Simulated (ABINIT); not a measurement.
# A GW chain in ABINIT: LiHF2 (C2/m), part 2 of 3

Aim: the G0W0 gap of LiHF2 (C2/m) on PBEsol, step by step.

ABINIT 10.8.3; PBEsol and many-body steps on it, plane waves. Known limits of the many-body steps: not at the basis limit; coarse k mesh.

So far. Step 2 (Ground state): The gap is indirect, with the least direct gap 0.13 eV higher.

## 3. Bands along the symmetry lines

Level of this step: DFT, PBEsol, plane waves, norm-conserving pseudopotentials (ABINIT).

Levels along a band path, at the cheap level, show where the edges lie and whether the meshes to come will hold them.

run.abi reads:

```
acell 3*1.0 Angstrom
rprim 
  2.547496000000 -1.534899000000 0.000000000000
  2.547496000000 1.534899000000 0.000000000000
  -2.526944000000 -0.000000000000 4.201520000000
ntypat 3
znucl 3 1 9
natom 4
typat 1 2 3 3
xred 
  0.000000000000 0.000000000000 0.000000000000
  0.000000000000 0.000000000000 0.500000000000
  0.209803000000 0.209803000000 0.750702000000
  0.790197000000 0.790197000000 0.249298000000
pp_dirpath "pseudos"
pseudos "Li.upf, H.upf, F.upf"
ecut 36
iscf -2
irdden 1
kptopt 0
nkpt 76
kpt 
  0.00000000 0.00000000 0.00000000
  -0.04669799 0.04669799 0.00000000
  -0.09339598 0.09339598 0.00000000
  -0.14009397 0.14009397 0.00000000
  -0.18679196 0.18679196 0.00000000
  -0.23348995 0.23348995 0.00000000
  -0.28018794 0.28018794 0.00000000
  -0.32688593 0.32688593 0.00000000
  -0.37358392 0.37358392 -0.00000000
  -0.62641608 -0.37358392 0.00000000
  -0.61061407 -0.38938593 0.00000000
  -0.59481206 -0.40518794 0.00000000
  -0.57901005 -0.42098995 0.00000000
  -0.56320804 -0.43679196 0.00000000
  -0.54740603 -0.45259397 0.00000000
  -0.53160402 -0.46839598 0.00000000
  -0.51580201 -0.48419799 0.00000000
  -0.50000000 -0.50000000 0.00000000
  -0.43750000 -0.43750000 0.00000000
  -0.37500000 -0.37500000 0.00000000
  -0.31250000 -0.31250000 0.00000000
  -0.25000000 -0.25000000 0.00000000
  -0.18750000 -0.18750000 0.00000000
  -0.12500000 -0.12500000 0.00000000
  -0.06250000 -0.06250000 0.00000000
  0.00000000 0.00000000 0.00000000
  -0.06250000 -0.06250000 0.06250000
  -0.12500000 -0.12500000 0.12500000
  -0.18750000 -0.18750000 0.18750000
  -0.25000000 -0.25000000 0.25000000
  -0.31250000 -0.31250000 0.31250000
  -0.37500000 -0.37500000 0.37500000
  -0.43750000 -0.43750000 0.43750000
  -0.50000000 -0.50000000 0.50000000
  -0.52407588 -0.47592412 0.50000000
  -0.54815177 -0.45184823 0.50000000
  -0.57222765 -0.42777235 0.50000000
  -0.59630353 -0.40369647 0.50000000
  -0.62037942 -0.37962058 0.50000000
  -0.64445530 -0.35554470 0.50000000
  -0.66853119 -0.33146881 0.50000000
  -0.69260707 -0.30739293 0.50000000
  -0.30739293 0.30739293 0.50000000
  -0.26896881 0.26896881 0.50000000
  -0.23054470 0.23054470 0.50000000
  -0.19212058 0.19212058 0.50000000
  -0.15369647 0.15369647 0.50000000
  -0.11527235 0.11527235 0.50000000
  -0.07684823 0.07684823 0.50000000
  -0.03842412 0.03842412 0.50000000
  0.00000000 0.00000000 0.50000000
  0.00000000 0.00000000 0.43750000
  0.00000000 0.00000000 0.37500000
  0.00000000 0.00000000 0.31250000
  0.00000000 0.00000000 0.25000000
  0.00000000 0.00000000 0.18750000
  0.00000000 0.00000000 0.12500000
  0.00000000 0.00000000 0.06250000
  0.00000000 0.00000000 0.00000000
  -0.50000000 0.00000000 0.50000000
  -0.43750000 0.00000000 0.43750000
  -0.37500000 0.00000000 0.37500000
  -0.31250000 0.00000000 0.31250000
  -0.25000000 0.00000000 0.25000000
  -0.18750000 0.00000000 0.18750000
  -0.12500000 0.00000000 0.12500000
  -0.06250000 0.00000000 0.06250000
  0.00000000 0.00000000 0.00000000
  -0.06250000 0.00000000 0.00000000
  -0.12500000 0.00000000 0.00000000
  -0.18750000 0.00000000 0.00000000
  -0.25000000 0.00000000 0.00000000
  -0.31250000 0.00000000 0.00000000
  -0.37500000 0.00000000 0.00000000
  -0.43750000 0.00000000 0.00000000
  -0.50000000 0.00000000 -0.00000000
istwfk *1
nband 16
nbdbuf 2
tolwfr 1e-08
nstep 40
prtwf 0
prtvol 0
indata_prefix "in"
outdata_prefix "out"
tmpdata_prefix "tmp"
```

On the command line:

```
$ OMP_NUM_THREADS=1 mpirun -n 4 abinit run.abi > log
```

Numbers of over 12 decimals in the logs are rounded to 6 here.

Log:

```text
.Version 10.8.3 of ABINIT. v10.8.2 released Aug 2026.

 Symmetries : space group C2/m (# 12); Bravais mC (1-face-center monocl.)
[... echo of the input left out ...]
== DATASET  1 ==================================================================
-   mpi_nproc: 4, omp_nthreads: 1 (-1 if OMP is not activated)

--- !DatasetInfo
iteration_state: {dtset: 1, }
dimensions: {natom: 4, nkpt: 76, mband: 16, nsppol: 1, nspinor: 1, nspden: 1, mpw: 2327, }
cutoff_energies: {ecut:  36.0, pawecutdg:  -1.0, }
electrons: {nelect:   1.80000000E+01, charge:   0.00000000E+00, occopt:   1.00000000E+00, tsmear:   1.00000000E-02, }

 Real(R)+Recip(G) space primitive vectors, cartesian coordinates (Bohr,Bohr^-1):
 R(1)=  4.8140697 -2.9005387  0.0000000  G(1)=  0.1038622 -0.1723818  0.0624664
 R(2)=  4.8140697  2.9005387  0.0000000  G(2)=  0.1038622  0.1723818  0.0624664
 R(3)= -4.7752321  0.0000000  7.9397221  G(3)=  0.0000000  0.0000000  0.1259490
 Unit cell volume ucvol=  2.2173096E+02 bohr^3
 Angles (23,13,12)=  1.16197186E+02  1.16197186E+02  6.21390048E+01 degrees

 getcut: wavevector=  0.0000  0.0000  0.0000  ngfft=  32  32  54
         ecut(hartree)=     36.000   => boxcut(ratio)=   2.10945

--- Pseudopotential description ------------------------------------------------
- Li Generated using ONCVPSP code by D. R. Hamann
-  3.00000   3.00000  180301                  znucl, zion, pspdat
12 -116133 1 -1 1944                          pspcod,pspxc,lmax,lloc,mmax
     nproj     2     2     0
  pspatm : epsatm=    2.60875052
         --- l  ekb(1:nproj) -->
             0   -4.855856   -1.482423
             1   -2.171544   -0.427615
 pspatm: atomic psp has been read  and splines computed

- H Generated using ONCVPSP code by D. R. Hamann
-  1.00000   1.00000  180301                  znucl, zion, pspdat
12 -116133 1 -1 1180                          pspcod,pspxc,lmax,lloc,mmax
     nproj     2     1     0
  pspatm : epsatm=    0.35585368
         --- l  ekb(1:nproj) -->
             0   -1.674911   -0.523609
             1   -0.494138
 pspatm: atomic psp has been read  and splines computed

- F Generated using ONCVPSP code by D. R. Hamann
-  9.00000   7.00000  180301                  znucl, zion, pspdat
12 -116133 2 -1 832                           pspcod,pspxc,lmax,lloc,mmax
     nproj     2     2     1
  pspatm : epsatm=    4.89824381
         --- l  ekb(1:nproj) -->
[...]
2   -2.394754
 pspatm: atomic psp has been read  and splines computed

--------------------------------------------------------------------------------

================================================================================
 prteigrs : about to open file out_EIG
 Non-SCF case, kpt    1 (  0.00000  0.00000  0.00000), residuals and eigenvalues=
  1.38E-09  8.53E-10  1.34E-09  4.16E-09  5.17E-09  2.14E-09  3.42E-09  3.66E-09
[...]
Non-SCF case, kpt    3 ( -0.09340  0.09340  0.00000), residuals and eigenvalues=
[...]
5.8132E-01  5.9504E-01  6.2356E-01  6.5631E-01
[...]
Non-SCF case, kpt   75 ( -0.43750  0.00000  0.00000), residuals and eigenvalues=
[...]
Non-SCF case, kpt   76 ( -0.50000  0.00000 -0.00000), residuals and eigenvalues=
[...]
-1.5606E+00 -8.4315E-01 -8.0705E-01 -2.5898E-01 -1.8092E-01 -1.4901E-01
 -1.3687E-01 -1.2937E-01 -1.0082E-01  3.9810E-01  4.2974E-01  4.4976E-01
[...]
--- !ResultsGS
iteration_state: {dtset: 1, }
comment   : Summary of ground state results
lattice_vectors:
- [  4.8140697,  -2.9005387,   0.0000000, ]
- [  4.8140697,   2.9005387,   0.0000000, ]
- [ -4.7752321,  -0.0000000,   7.9397221, ]
lattice_lengths: [   5.62036,    5.62036,    9.26510, ]
lattice_angles: [116.197, 116.197,  62.139, ] # degrees, (23, 13, 12)
lattice_volume:   2.2173096E+02
convergence: {deltae:  0.000E+00, res2:  0.000E+00, residm:  9.988E-09, diffor:  0.000E+00, }
etotal    :  -5.70206115E+01
entropy   :   0.00000000E+00
fermie    :  -9.54477673E-02
cartesian_stress_tensor: null
pressure_GPa: null
xred      :
- [  0.0000E+00,   0.0000E+00,   0.0000E+00, Li]
- [ -1.8873E-18,  -1.8873E-18,   5.0000E-01,  H]
- [  2.0980E-01,   2.0980E-01,   7.5070E-01,  F]
- [  7.9020E-01,   7.9020E-01,   2.4930E-01,  F]
cartesian_forces: null
force_length_stats: {min: null, max: null, mean: null, }

 Integrated electronic density in atomic spheres:
 ------------------------------------------------
 Atom  Sphere_radius  Integrated_density
[...]
================================================================================

 ----iterations are completed or convergence reached----

 Mean square residual over all n,k,spin=   40.859E-10; max=  99.880E-10
 reduced coordinates (array xred) for    4 atoms
[...]
0.209803000000      0.209803000000      0.750702000000
       0.790197000000      0.790197000000      0.249298000000

 cartesian coordinates (angstrom) at end:
[...]
3     -0.828037    -0.000000     3.154089
    4      3.396085     0.000000     1.047431
 length scales=  1.889726125908  1.889726125908  1.889726125908 bohr
              =  1.000000000000  1.000000000000  1.000000000000 angstroms
 prteigrs : about to open file out_EIG
 Eigenvalues (hartree) for nkpt=  76  k points:
 kpt#   1, nband= 16, wtk=  1.00000, kpt=  0.0000  0.0000  0.0000 (reduced coord)
[...]
kpt#   2, nband= 16, wtk=  1.00000, kpt= -0.0467  0.0467  0.0000 (reduced coord)
[...]
kpt#   3, nband= 16, wtk=  1.00000, kpt= -0.0934  0.0934  0.0000 (reduced coord)
[...]
kpt#  75, nband= 16, wtk=  1.00000, kpt= -0.4375  0.0000  0.0000 (reduced coord)
[...]
kpt#  76, nband= 16, wtk=  1.00000, kpt= -0.5000  0.0000  0.0000 (reduced coord)
  -1.56058   -0.84315   -0.80705   -0.25898   -0.18092   -0.14901   -0.13687   -0.12937
  -0.10082    0.39810    0.42974    0.44976    0.53047    0.56556    0.58549    0.62687

== END DATASET(S) ==============================================================
================================================================================

 -outvars: echo values of variables after computation  --------
            nband          16
             nkpt          76
          spgroup          12
 [... the other variables as echoed above ...]

 Calculation completed.
```

It took 9.1 s on 4 MPI ranks of Arm Neoverse V1, shared host; peak memory 0.29 GiB; 36 s of CPU time.

This step gave:

```
gap                        : 8.408 eV
k of the valence top       : 0, 0, 0.5
k of the conduction bottom : 0, 0, 0
least direct gap           : 8.531 eV
```

The gap is 8.408 eV, +0.003 eV from the run before at this level.

Electronic bands along the path, in eV, zero at the top of the highest filled band:

```
     point  band 6  band 7  band 8  band 9  band 10  band 11  band 12  band 13
         Γ   -0.32   -0.24   -0.21   -0.12     8.41    12.75    17.61    18.99
         C   -1.59   -0.86   -0.59   -0.32    14.07    14.12    14.84    15.37
jump to C2   -1.59   -0.86   -0.59   -0.32    14.07    14.12    14.84    15.37
        Y2   -1.24   -0.72   -0.63   -0.07    12.99    14.07    15.20    15.65
         Γ   -0.32   -0.24   -0.21   -0.12     8.41    12.75    17.61    18.99
        M2   -1.54   -0.72   -0.71   -0.66    12.15    14.70    16.29    17.42
         D   -1.72   -1.62   -0.70   -0.36    14.27    14.40    14.71    16.13
jump to D2   -1.72   -1.62   -0.70   -0.36    14.27    14.40    14.71    16.13
         A   -0.53   -0.42   -0.11    0.00     9.59    12.28    17.04    19.19
         Γ   -0.32   -0.24   -0.21   -0.12     8.41    12.75    17.61    18.99
jump to L2   -0.98   -0.61   -0.39   -0.32    11.58    14.21    15.98    17.32
         Γ   -0.32   -0.24   -0.21   -0.12     8.41    12.75    17.61    18.99
        V2   -1.45   -1.12   -0.92   -0.14    13.43    14.29    14.84    17.04
```

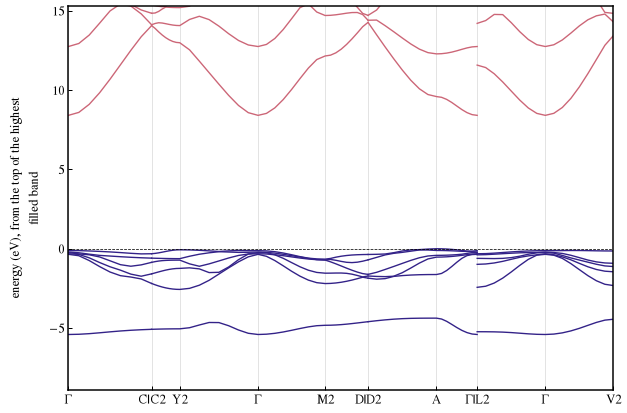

Electronic bands along the path; lines of filled and empty bands in two colours.

## 4. Empty states on the mesh, 4×4×2 mesh, 34 bands

The sums over transitions need many empty states on a uniform mesh; this step solves for them.

run.abi reads:

```
acell 3*1.0 Angstrom
rprim 
  2.547496000000 -1.534899000000 0.000000000000
  2.547496000000 1.534899000000 0.000000000000
  -2.526944000000 -0.000000000000 4.201520000000
ntypat 3
znucl 3 1 9
natom 4
typat 1 2 3 3
xred 
  0.000000000000 0.000000000000 0.000000000000
  0.000000000000 0.000000000000 0.500000000000
  0.209803000000 0.209803000000 0.750702000000
  0.790197000000 0.790197000000 0.249298000000
pp_dirpath "pseudos"
pseudos "Li.upf, H.upf, F.upf"
ecut 36
ngkpt 4 4 2
nshiftk 1
shiftk 0 0 0
kptopt 1
chksymbreak 0
iscf -2
irdden 1
istwfk *1
nband 34
nbdbuf 4
tolwfr 1e-09
nstep 60
prtvol 0
indata_prefix "in"
outdata_prefix "out"
tmpdata_prefix "tmp"
```

Log:

```text
.Version 10.8.3 of ABINIT. v10.8.2 released Aug 2026.

 Symmetries : space group C2/m (# 12); Bravais mC (1-face-center monocl.)
[... echo of the input left out ...]
== DATASET  1 ==================================================================
-   mpi_nproc: 4, omp_nthreads: 1 (-1 if OMP is not activated)

--- !DatasetInfo
iteration_state: {dtset: 1, }
dimensions: {natom: 4, nkpt: 14, mband: 34, nsppol: 1, nspinor: 1, nspden: 1, mpw: 2327, }
cutoff_energies: {ecut:  36.0, pawecutdg:  -1.0, }
electrons: {nelect:   1.80000000E+01, charge:   0.00000000E+00, occopt:   1.00000000E+00, tsmear:   1.00000000E-02, }

 Real(R)+Recip(G) space primitive vectors, cartesian coordinates (Bohr,Bohr^-1):
 R(1)=  4.8140697 -2.9005387  0.0000000  G(1)=  0.1038622 -0.1723818  0.0624664
 R(2)=  4.8140697  2.9005387  0.0000000  G(2)=  0.1038622  0.1723818  0.0624664
 R(3)= -4.7752321  0.0000000  7.9397221  G(3)=  0.0000000  0.0000000  0.1259490
 Unit cell volume ucvol=  2.2173096E+02 bohr^3
 Angles (23,13,12)=  1.16197186E+02  1.16197186E+02  6.21390048E+01 degrees

 getcut: wavevector=  0.0000  0.0000  0.0000  ngfft=  32  32  54
         ecut(hartree)=     36.000   => boxcut(ratio)=   2.10945

--- Pseudopotential description ------------------------------------------------
- Li Generated using ONCVPSP code by D. R. Hamann
-  3.00000   3.00000  180301                  znucl, zion, pspdat
12 -116133 1 -1 1944                          pspcod,pspxc,lmax,lloc,mmax
     nproj     2     2     0
  pspatm : epsatm=    2.60875052
         --- l  ekb(1:nproj) -->
             0   -4.855856   -1.482423
             1   -2.171544   -0.427615
 pspatm: atomic psp has been read  and splines computed

- H Generated using ONCVPSP code by D. R. Hamann
-  1.00000   1.00000  180301                  znucl, zion, pspdat
12 -116133 1 -1 1180                          pspcod,pspxc,lmax,lloc,mmax
     nproj     2     1     0
  pspatm : epsatm=    0.35585368
         --- l  ekb(1:nproj) -->
             0   -1.674911   -0.523609
             1   -0.494138
 pspatm: atomic psp has been read  and splines computed

- F Generated using ONCVPSP code by D. R. Hamann
-  9.00000   7.00000  180301                  znucl, zion, pspdat
12 -116133 2 -1 832                           pspcod,pspxc,lmax,lloc,mmax
     nproj     2     2     1
  pspatm : epsatm=    4.89824381
         --- l  ekb(1:nproj) -->
[...]
2   -2.394754
 pspatm: atomic psp has been read  and splines computed

--------------------------------------------------------------------------------

================================================================================
 prteigrs : about to open file out_EIG
 Non-SCF case, kpt    1 (  0.00000  0.00000  0.00000), residuals and eigenvalues=
  5.69E-10  7.79E-11  9.31E-11  5.78E-11  4.49E-10  3.46E-10  4.37E-10  2.15E-10
  5.22E-11  6.03E-11  9.10E-11  3.58E-10  1.43E-10  2.31E-10  7.26E-11  5.60E-10
  1.30E-10  2.11E-10  7.42E-11  2.05E-10  7.76E-11  7.18E-10  6.25E-11  3.65E-10
[...]
5.27E-08  4.50E-05
 -1.5615E+00 -8.5973E-01 -8.0305E-01 -2.9430E-01 -1.0859E-01 -1.0728E-01
 -1.0442E-01 -1.0324E-01 -1.0010E-01  2.1342E-01  3.7287E-01  5.5164E-01
  6.0248E-01  6.0363E-01  6.3679E-01  7.4706E-01  8.3642E-01  8.5245E-01
  9.2495E-01  9.4834E-01  9.4847E-01  9.9702E-01  1.0483E+00  1.0962E+00
  1.1653E+00  1.1941E+00  1.2479E+00  1.2785E+00  1.4240E+00  1.4278E+00
  1.5515E+00  1.5536E+00  1.6230E+00  1.7082E+00
 prteigrs : prtvol=0 or 1, do not print more k-points.

--- !ResultsGS
iteration_state: {dtset: 1, }
comment   : Summary of ground state results
lattice_vectors:
- [  4.8140697,  -2.9005387,   0.0000000, ]
- [  4.8140697,   2.9005387,   0.0000000, ]
- [ -4.7752321,  -0.0000000,   7.9397221, ]
lattice_lengths: [   5.62036,    5.62036,    9.26510, ]
lattice_angles: [116.197, 116.197,  62.139, ] # degrees, (23, 13, 12)
lattice_volume:   2.2173096E+02
convergence: {deltae:  0.000E+00, res2:  0.000E+00, residm:  9.932E-10, diffor:  0.000E+00, }
etotal    :  -5.70206115E+01
entropy   :   0.00000000E+00
fermie    :  -9.54477673E-02
cartesian_stress_tensor: null
pressure_GPa: null
xred      :
- [  0.0000E+00,   0.0000E+00,   0.0000E+00, Li]
- [ -1.8873E-18,  -1.8873E-18,   5.0000E-01,  H]
- [  2.0980E-01,   2.0980E-01,   7.5070E-01,  F]
- [  7.9020E-01,   7.9020E-01,   2.4930E-01,  F]
cartesian_forces: null
force_length_stats: {min: null, max: null, mean: null, }

 Integrated electronic density in atomic spheres:
 ------------------------------------------------
 Atom  Sphere_radius  Integrated_density
[...]
================================================================================

 ----iterations are completed or convergence reached----

 Mean square residual over all n,k,spin=   35.863E-11; max=  99.320E-11
 reduced coordinates (array xred) for    4 atoms
[...]
0.209803000000      0.209803000000      0.750702000000
       0.790197000000      0.790197000000      0.249298000000

 cartesian coordinates (angstrom) at end:
    1      0.000000     0.000000     0.000000
    2     -1.263472    -0.000000     2.100760
    3     -0.828037    -0.000000     3.154089
    4      3.396085     0.000000     1.047431
 length scales=  1.889726125908  1.889726125908  1.889726125908 bohr
              =  1.000000000000  1.000000000000  1.000000000000 angstroms
 prteigrs : about to open file out_EIG
 Eigenvalues (hartree) for nkpt=  14  k points:
 kpt#   1, nband= 34, wtk=  0.03125, kpt=  0.0000  0.0000  0.0000 (reduced coord)
[...]
0.83642    0.85245    0.92495    0.94834    0.94847    0.99702    1.04828    1.09624
   1.16534    1.19406    1.24794    1.27851    1.42398    1.42780    1.55149    1.55361
   1.62304    1.70821
 prteigrs : prtvol=0 or 1, do not print more k-points.

== END DATASET(S) ==============================================================
================================================================================

 -outvars: echo values of variables after computation  --------
            nband          34
             nkpt          14
          spgroup          12
 [... the other variables as echoed above ...]

 Calculation completed.
```

Wall time 5.9 s (4 MPI ranks); peak memory 0.26 GiB.

Numbers from this step:

```
gap                                                           : 8.408 eV
k of the valence top                                          : 0, 0, 0.5
k of the conduction bottom                                    : 0, 0, 0
least direct gap                                              : 8.531 eV
k points computed                                             : 14
lowest point of the top converged band, above the valence top : 41.45 eV
```

On this mesh the gap is 8.408 eV.

[end of part 2 of 3]

[Paths, hosts, dates, memory and timing lines, banners, echoed tables and standing remarks are left out of the program output.]

[Logs are printed without paths, hosts, clocks, repeated set-up lines and the standing remarks that a program may print on its own settings, such as how far it seeks lower states.]

[Runs of the session that timed out or met a known fault of the program may be left out.]

[Hosts, paths, dates, database ids (printed as entryN), source tags and the programs' standing remarks are cut or masked in the printed files.]

[G0W0 gaps are taken among the corrected bands and points alone; a level outside them can change the order at an edge.]

[Where Ansatz stands beside ABINIT at settings called matched, ABINIT's density can come from a denser mesh and the files from another edition; pairs whose starting gaps differed by over 0.03 eV were left out, so agreement reads better than it is.]
